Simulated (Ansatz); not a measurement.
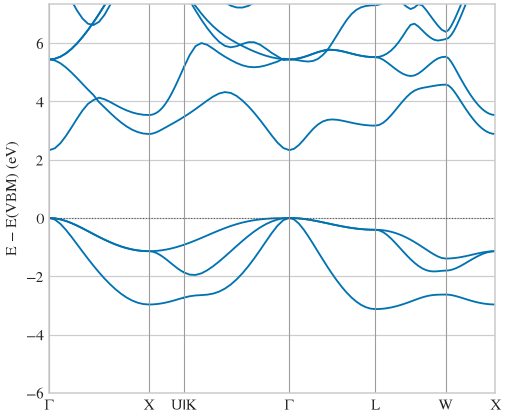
Fig. 1. Band structure from DFT-PBE in the program Ansatz with PAW potentials

Problem. Read off the gap and where the band edges lie.

Solution. About 2.3 eV (2.33 eV by a search for the band edges); maximum at Γ, minimum at Γ.

The material is MgTe (zinc blende, F-43m).

The cell was relaxed with PBE under the symmetry of its start; phonons on a q-mesh show no instability. Spin–orbit coupling is left out wherever it is not named.

Potentials: the later of the program's two PAW sets.
